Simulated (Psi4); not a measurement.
# WNH2O2F (SMILES [NH2][W](=[O])(=[O])[F]): a chain of runs

Aim: a series of 10 runs (PBE-D4/def2-SVP, PBE0-D4/def2-TZVP, PBE-D4/def2-TZVPP, r2SCAN-D4/def2-TZVPP, B3LYP-D4/def2-TZVPP, PBE0-D4/def2-TZVPP, wB97M-V/def2-TZVPP, CCSD(T)/def2-TZVPP, and more) of WNH2O2F. 

Program for the calculation: Psi4 1.11.

## (1) The system as given

WNH2O2F has 7 atoms, charge 0, and is taken as a singlet. As SMILES, `[NH2][W](=[O])(=[O])[F]`. The shape comes from GFN2-xTB, rattled, which is rough for such elements, and wasn't checked as a minimum. This is one conformer, not always the lowest. The run starts from this shape.

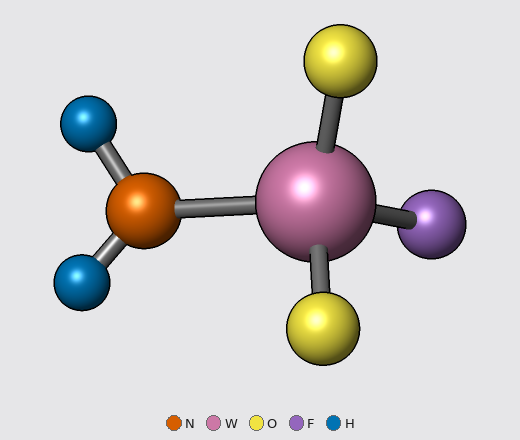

Viewed from a chosen angle; nitrogen orange, tungsten pink, oxygen yellow, fluorine purple, hydrogen blue.

## (2) A structure relaxation at PBE-D4/def2-SVP (density fitting, core potential) (run 1)

calc.dat

```
memory 5500 mb

molecule system {
  0 1
  N     -0.807295     0.800757     0.339142
  W      0.528002    -0.519317    -0.261480
  O      1.257847    -1.277900     1.045722
  O     -0.324203    -1.511450    -1.292995
  F      1.816671     0.429485    -1.266408
  H     -0.804088     1.163623     1.374954
  H     -1.726387     0.958141    -0.020669
  units angstrom
  symmetry c1
}

set globals {
  basis def2-SVP
  reference rks
  scf_type df
  geom_maxiter 60
  max_force_g_convergence 0.0005
}

opt("pbe-d4")
```

Command:

```bash
psi4 calc.dat calc.out -n 2
```

calc.out:

```text
[...]
    !!!  WARNING: ECP capability is in beta. Please check occupations closely.  !!!
[...]
  Running in c1 symmetry.
[...]
  Nuclear repulsion =  221.818267284593020
[...]
  Multiplicity = 1
[...]
  Nalpha       = 24
  Nbeta        = 24
[...]
    Number of basis functions: 98
[...]
   @DF-RKS iter   1:  -371.86135957054330   -7.35219e-02   1.72231e-02 DIIS/ADIIS
[...]
    !!!  WARNING: ECP capability is in beta. Please check occupations closely.  !!!
[...]
   @DF-RKS iter   9:  -373.05703578751235   -1.35856e-11   9.02818e-09 DIIS
[...]
    Orbital Energies [Eh]
    ---------------------
    Doubly Occupied:
       1A    -24.271799     2A    -18.776925     3A    -18.776276
       4A    -14.037729     5A     -2.928810     6A     -1.628324
       7A     -1.624757     8A     -1.618610     9A     -1.044729
      10A     -0.834349    11A     -0.818768    12A     -0.790505
      13A     -0.485970    14A     -0.430019    15A     -0.428317
      16A     -0.400129    17A     -0.392564    18A     -0.363973
      19A     -0.353666    20A     -0.325936    21A     -0.325440
      22A     -0.304912    23A     -0.272594    24A     -0.270246
[...]
  @DF-RKS Final Energy:  -373.05703578751235
   => Energetics <=
    Nuclear Repulsion Energy =            219.4607138199119163
    One-Electron Energy =                -971.7514879527323046
    Two-Electron Energy =                 421.7827768664167252
    DFT Exchange-Correlation Energy =     -42.5434577651343915
    Empirical Dispersion Energy =          -0.0055807559742959
    VV10 Nonlocal Energy =                  0.0000000000000000
    Total Energy =                       -373.0570357875123477
[...]
 Multipole Moments:
 ------------------------------------------------------------------------------------
     Multipole            Electronic (a.u.)      Nuclear  (a.u.)        Total (a.u.)
 ------------------------------------------------------------------------------------
 L = 1.  Multiply by 2.5417464519 to convert [e a0] to [Debye]
 Dipole X            :          3.1841565           -4.0987158           -0.9145593
 Dipole Y            :         -4.0247126            5.3084781            1.2837654
 Dipole Z            :         -1.5596422            1.9903340            0.4306918
 Magnitude           :                                                    1.6340036
[...]
  -Total Gradient:
     Atom            X                  Y                   Z
    ------   -----------------  -----------------  -----------------
       1        0.000166828058     0.000240832680    -0.000103491557
       2        0.000072215878    -0.000169760322    -0.000234529881
       3        0.000382576411    -0.000130545790    -0.000120804784
       4       -0.000088569694    -0.000139745356    -0.000011273014
       5        0.000113478882    -0.000235936193     0.000007059710
       6        0.000023354248    -0.000195042393    -0.000219321752
       7        0.000018474442    -0.000389295057     0.000060714974
[...]
    Final optimized geometry and variables:
    Molecular point group: c1
    Full point group: C1
    Geometry (in Angstrom), charge = 0, multiplicity = 1:
    N           -1.330359575685     1.208691121434     0.711173273281
    W           -0.003432433674    -0.022887836606     0.005165671504
    O            0.686630293020    -0.849143278418     1.353445935029
    O           -0.855561506506    -1.145452388014    -0.989028498264
    F            1.344950583683     0.854112242459    -0.984182679217
    H           -1.314878856915     1.576510407969     1.668060608398
    H           -2.246602562269     1.361962234136     0.276951093213
    Psi4 run time: 0:00:47.93
[...]
```

The script printed:

```text
Optimizer: Optimization complete!
```

It took 50 s on 2 threads of Intel Xeon Platinum 8259CL at 2.50GHz (Skylake/Cascade Lake), shared host; peak memory 0.72 GiB.

Steps, from the record of the run:

```csv
step,energy from the first frame kept (eV),largest force (eV/Å)
0,0.0000,5.6059
1,-0.3320,1.7697
2,-0.3955,0.4573
3,-0.4044,0.1675
4,-0.4068,0.1015
5,-0.4073,0.0577
6,-0.4083,0.0342
7,-0.4089,0.0217
```

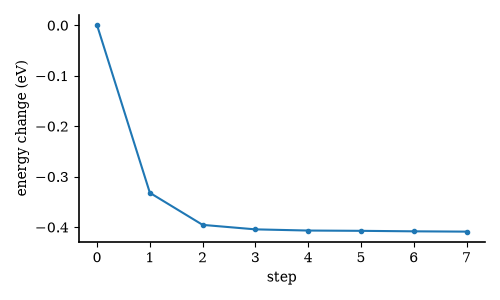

Energy along the run.

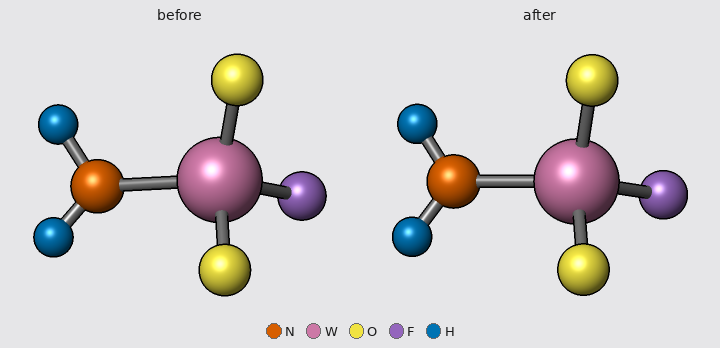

Before and after, at one scale.

After the run. Bond lengths: N1–W2 1.943 Å, W2–O3 1.725 Å, W2–O4 1.725 Å, W2–F5 1.888 Å, N1–H6 1.025 Å, N1–H7 1.025 Å. Angles: N1–W2–O3 107.0°, N1–W2–O4 106.5°, N1–W2–F5 112.6°, O3–W2–O4 109.7°, O3–W2–F5 110.3°, O4–W2–F5 110.7°, W2–N1–H6 123.8°, W2–N1–H7 123.4°, H6–N1–H7 110.8°.

## (3) A structure relaxation at PBE0-D4/def2-TZVP (density fitting, core potential) (run 2)

job.in

```
memory 5500 MB

molecule geom {
  N     -0.801510     0.735969     0.432240
  W      0.525417    -0.495610    -0.273767
  O      1.215480    -1.321865     1.074513
  O     -0.326712    -1.618174    -1.267961
  F      1.873800     0.381390    -1.263116
  H     -0.786029     1.103788     1.389128
  H     -1.717753     0.889240    -0.001982
  symmetry c1
}

set {
  reference rks
  scf_type df
  geom_maxiter 50
  max_force_g_convergence 0.0002
}

result, w = opt('pbe0-d4/def2-TZVP', return_wfn=True)
print_variables()
```

Command:

```bash
psi4 -n 2 job.in job.out
```

job.out:

```text
[...]
  Running in c1 symmetry.
[...]
  Nuclear repulsion =  219.460735120796983
[...]
  Multiplicity = 1
[...]
  Nalpha       = 24
  Nbeta        = 24
[...]
    Number of basis functions: 176
[...]
   @DF-RKS iter   1:  -372.27241153201510   -5.40858e-01   9.55511e-03 DIIS/ADIIS
[...]
   @DF-RKS iter   9:  -373.35969084978666   -4.37694e-12   6.70313e-09 DIIS
[...]
    Orbital Energies [Eh]
    ---------------------
    Doubly Occupied:
       1A    -24.782862     2A    -19.232129     3A    -19.231621
       4A    -14.425606     5A     -3.103386     6A     -1.755697
       7A     -1.749862     8A     -1.741362     9A     -1.207378
      10A     -0.965537    11A     -0.947069    12A     -0.909691
      13A     -0.561685    14A     -0.515885    15A     -0.499131
      16A     -0.486728    17A     -0.477052    18A     -0.437892
      19A     -0.423492    20A     -0.395626    21A     -0.392177
      22A     -0.369400    23A     -0.335507    24A     -0.333024
[...]
  @DF-RKS Final Energy:  -373.35969084978666
   => Energetics <=
    Nuclear Repulsion Energy =            222.0540172671944390
    One-Electron Energy =                -977.2301661925864664
    Two-Electron Energy =                 414.2202685312912536
    DFT Exchange-Correlation Energy =     -32.3990456034345016
    Empirical Dispersion Energy =          -0.0047648522514295
    VV10 Nonlocal Energy =                  0.0000000000000000
    Total Energy =                       -373.3596908497866593
[...]
 Multipole Moments:
 ------------------------------------------------------------------------------------
     Multipole            Electronic (a.u.)      Nuclear  (a.u.)        Total (a.u.)
 ------------------------------------------------------------------------------------
 L = 1.  Multiply by 2.5417464519 to convert [e a0] to [Debye]
 Dipole X            :          2.8127930           -3.7179928           -0.9051998
 Dipole Y            :         -4.4959334            5.7853250            1.2893916
 Dipole Z            :         -1.2457299            1.6707741            0.4250442
 Magnitude           :                                                    1.6317414
[...]
  -Total Gradient:
     Atom            X                  Y                   Z
    ------   -----------------  -----------------  -----------------
       1        0.000086990120     0.000037443164    -0.000101238852
       2        0.000053679073     0.000146562823    -0.000066233430
       3        0.000061928363    -0.000026634359    -0.000075062737
       4        0.000100795963     0.000061394595    -0.000076619524
       5       -0.000012269231    -0.000041290653     0.000073254380
       6        0.000095611006     0.000015693428     0.000018243004
       7       -0.000086636466    -0.000213316465    -0.000008716374
[...]
    Final optimized geometry and variables:
    Molecular point group: c1
    Full point group: C1
    Geometry (in Angstrom), charge = 0, multiplicity = 1:
    N           -1.312291262356     1.211899701466     0.699449495200
    W           -0.005414037470    -0.026130764881     0.006983383846
    O            0.696974997421    -0.834432139216     1.331060042575
    O           -0.826695828507    -1.132307354965    -0.993310176108
    F            1.314424608322     0.859472273672    -0.968600438572
    H           -1.288484492093     1.573046763054     1.641902403756
    H           -2.209212043293     1.369613670136     0.263724360991
  Variable Map:
  ----------------------------------------------------------------------------
  "CURRENT ENERGY"                                  =>    -373.359690849787
[...]
```

Standard output:

```text
Optimizer: Optimization complete!
```

Run time: 59 s. Hardware: 2 threads of Intel Xeon Platinum 8259CL at 2.50GHz (Skylake/Cascade Lake), shared host; peak memory 1.1 GiB.

Step by step:

```csv
step,energy from the first frame kept (eV),largest force (eV/Å)
0,0.0000,1.4235
1,-0.0201,1.4306
2,-0.0583,0.1455
3,-0.0586,0.0246
4,-0.0587,0.0119
```

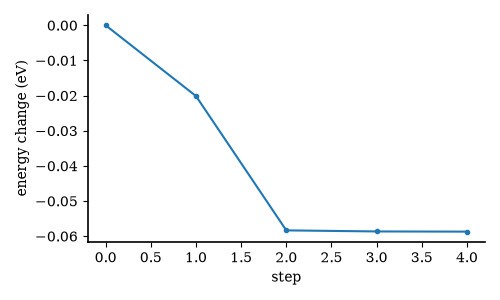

Energy along the run.

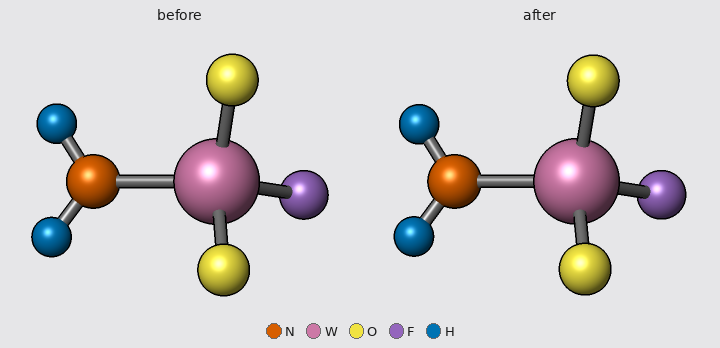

Before and after, at one scale.

After the run. Bond lengths: N1–W2 1.929 Å, W2–O3 1.703 Å, W2–O4 1.703 Å, W2–F5 1.865 Å, N1–H6 1.010 Å, N1–H7 1.010 Å. Angles: N1–W2–O3 107.8°, N1–W2–O4 107.5°, N1–W2–F5 111.3°, O3–W2–O4 110.3°, O3–W2–F5 109.9°, O4–W2–F5 110.0°, W2–N1–H6 123.3°, W2–N1–H7 123.2°, H6–N1–H7 111.6°.

Run 3 isn't shown in full; the table further down has it.

## (4) A single-point energy at PBE-D4/def2-TZVPP (density fitting, core potential) (run 4)

input.dat

```
memory 5.5 GB

molecule {
  N     -0.783442     0.739178     0.420517
  W      0.523435    -0.498853    -0.271949
  O      1.225824    -1.307154     1.052127
  O     -0.297846    -1.605029    -1.272243
  F      1.843274     0.386750    -1.247533
  H     -0.759635     1.100325     1.362970
  H     -1.680363     0.896892    -0.015208
  units angstrom
  symmetry c1
}

set globals {
  reference            rks
  scf_type             df
  dft_radial_points    99
  dft_spherical_points 590
}

energy("pbe-d4/def2-TZVPP")
print_variables()
```

Command:

```bash
psi4 -i input.dat -o output.dat -n 2
```

output.dat:

```text
[...]
    !!!  WARNING: ECP capability is in beta. Please check occupations closely.  !!!
[...]
  Running in c1 symmetry.
[...]
  Nuclear repulsion =  222.054039768072244
[...]
  Multiplicity = 1
[...]
  Nalpha       = 24
  Nbeta        = 24
[...]
    Number of basis functions: 208
[...]
   @DF-RKS iter   1:  -372.18409867255212    7.48185e-02   8.85201e-03 DIIS/ADIIS
[...]
   @DF-RKS iter  12:  -373.45446026865318   -3.47608e-07   6.16034e-07 DIIS
[...]
    Orbital Energies [Eh]
    ---------------------
    Doubly Occupied:
       1A    -24.268149     2A    -18.767982     3A    -18.767488
       4A    -14.022053     5A     -2.922735     6A     -1.624369
       7A     -1.620481     8A     -1.613674     9A     -1.073857
      10A     -0.850345    11A     -0.833658    12A     -0.806618
      13A     -0.494174    14A     -0.439412    15A     -0.431101
      16A     -0.409829    17A     -0.402579    18A     -0.368689
      19A     -0.357413    20A     -0.331742    21A     -0.329240
      22A     -0.310337    23A     -0.278252    24A     -0.274645
[...]
  @DF-RKS Final Energy:  -373.45446026865318
   => Energetics <=
    Nuclear Repulsion Energy =            222.0540397680722435
    One-Electron Energy =                -977.4833509291627252
    Two-Electron Energy =                 424.6147446389103379
    DFT Exchange-Correlation Energy =     -42.6342481191539093
    Empirical Dispersion Energy =          -0.0056456273191642
    VV10 Nonlocal Energy =                  0.0000000000000000
    Total Energy =                       -373.4544602686531789
[...]
 Multipole Moments:
 ------------------------------------------------------------------------------------
     Multipole            Electronic (a.u.)      Nuclear  (a.u.)        Total (a.u.)
 ------------------------------------------------------------------------------------
 L = 1.  Multiply by 2.5417464519 to convert [e a0] to [Debye]
 Dipole X            :          2.8593730           -3.7179796           -0.8586066
 Dipole Y            :         -4.5447396            5.7853396            1.2406000
 Dipole Z            :         -1.2699493            1.6707612            0.4008118
 Magnitude           :                                                    1.5610713
[...]
```

It took 20 s on 2 threads of Intel Xeon Platinum 8259CL at 2.50GHz (Skylake/Cascade Lake), shared host; peak memory 2.1 GiB.

Runs 5 to 9 aren't shown in full; the table further down has their settings and results.

## (5) A single-point energy at MP2/def2-QZVPP (density fitting, core potential, density fitting for correlation) (run 10)

job.dat

```
memory 5.5 GB

molecule mol {
  0 1
  N     -0.783442     0.739178     0.420517
  W      0.523435    -0.498853    -0.271949
  O      1.225824    -1.307154     1.052127
  O     -0.297846    -1.605029    -1.272243
  F      1.843274     0.386750    -1.247533
  H     -0.759635     1.100325     1.362970
  H     -1.680363     0.896892    -0.015208
  symmetry c1
}

set basis def2-QZVPP
set scf_type df
set num_frozen_docc 4

e, wfn = energy('mp2', return_wfn=True)
```

Command:

```bash
psi4 job.dat job.out -n 2
```

job.out:

```text
[...]
    !!!  WARNING: ECP capability is in beta. Please check occupations closely.  !!!
[...]
  Running in c1 symmetry.
[...]
  Nuclear repulsion =  222.054039768072244
[...]
  Multiplicity = 1
[...]
  Nalpha       = 24
  Nbeta        = 24
[...]
    Number of basis functions: 369
[...]
   @DF-RHF iter   1:  -370.86560212854130   -1.37754e+00   3.34763e-03 ADIIS/DIIS
[...]
   @DF-RHF iter  15:  -371.48393754334870   -9.05516e-11   7.50817e-09 DIIS
[...]
    Orbital Energies [Eh]
    ---------------------
    Doubly Occupied:
       1A    -26.311126     2A    -20.585123     3A    -20.584612
       4A    -15.606188     5A     -3.599921     6A     -2.098201
       7A     -2.088178     8A     -2.075627     9A     -1.578186
      10A     -1.267354    11A     -1.243465    12A     -1.177267
      13A     -0.723748    14A     -0.718384    15A     -0.692038
      16A     -0.689419    17A     -0.651275    18A     -0.604985
      19A     -0.587224    20A     -0.545003    21A     -0.542671
      22A     -0.510122    23A     -0.484889    24A     -0.465700
[...]
  @DF-RHF Final Energy:  -371.48393754334870
   => Energetics <=
    Nuclear Repulsion Energy =            222.0540397680722435
    One-Electron Energy =                -976.2145369862353164
    Two-Electron Energy =                 382.6765596748143707
    Total Energy =                       -371.4839375433487021
[...]
 Multipole Moments:
 ------------------------------------------------------------------------------------
     Multipole            Electronic (a.u.)      Nuclear  (a.u.)        Total (a.u.)
 ------------------------------------------------------------------------------------
 L = 1.  Multiply by 2.5417464519 to convert [e a0] to [Debye]
 Dipole X            :          2.8132058           -3.7179796           -0.9047738
 Dipole Y            :         -4.3259907            5.7853396            1.4593488
 Dipole Z            :         -1.2674668            1.6707612            0.4032944
 Magnitude           :                                                    1.7637917
[...]
```

Wall time 14 s (2 threads of Intel Xeon Platinum 8259CL at 2.50GHz (Skylake/Cascade Lake), shared host); peak memory 1.3 GiB.

## (6) Overview of the runs

```csv
run,level,geom maxiter,max force g convergence,energy (Eh),dipole moment (D),HOMO energy (eV),LUMO energy (eV),wall time
1,"PBE-D4/def2-SVP (density fitting, core potential)",60,0.0005,-373.057036,4.15,-7.35,-2.67,50 s
2,"PBE0-D4/def2-TZVP (density fitting, core potential)",50,0.0002,-373.359691,4.15,-9.06,-1.70,59 s
3,"PBE0-D4/def2-TZVP (density fitting, core potential)",–,–,-373.359691,4.15,–,–,7.7 min
4,"PBE-D4/def2-TZVPP (density fitting, core potential)",–,–,-373.454460,3.97,-7.47,-2.49,20 s
5,"r2SCAN-D4/def2-TZVPP (density fitting, core potential)",–,–,-373.608865,4.06,-7.85,-2.38,56 s
6,"B3LYP-D4/def2-TZVPP (density fitting, core potential)",–,–,-373.730300,4.11,-8.81,-1.91,19 s
7,"PBE0-D4/def2-TZVPP (density fitting, core potential)",–,–,-373.369325,4.12,-9.05,-1.66,19 s
8,"wB97M-V/def2-TZVPP (density fitting, core potential)",–,–,-373.513768,4.10,-11.44,0.50,60 s
9,"CCSD(T)/def2-TZVPP (density fitting, core potential, density fitting for correlation)",–,–,-372.936622,–,-12.66,1.85,12 min
10,"MP2/def2-QZVPP (density fitting, core potential, density fitting for correlation)",–,–,-373.076168,–,-12.67,1.30,14 s
```

## (7) Results

| quantity | value |
| --- | --- |
| run 10, MP2/def2-QZVPP: total energy | -373.07617 Eh |
| run 10, MP2/def2-QZVPP: HOMO energy (Hartree–Fock orbitals) | -12.67 eV |
| run 10, MP2/def2-QZVPP: LUMO energy (Hartree–Fock orbitals) | 1.30 eV |
| run 10, MP2/def2-QZVPP: HOMO–LUMO gap (Hartree–Fock orbitals) | 13.98 eV |
| run 10, MP2/def2-QZVPP: correlation energy (4 core orbitals frozen) | -1592.2 mEh |

In words: Over runs 3, 4, 5, 6, 7, 8 the dipole moment (its size) runs from 3.97 D (PBE-D4/def2-TZVPP) to 4.15 D (PBE0-D4/def2-TZVP). The two ends differ in method and basis. Over runs 4, 5, 6, 7, 8 the HOMO–LUMO gap runs from 4.99 eV (PBE-D4/def2-TZVPP) to 11.94 eV (wB97M-V/def2-TZVPP). Totals of different functionals can't be ranked against each other. All runs together took 25 min, the longest 12 min.
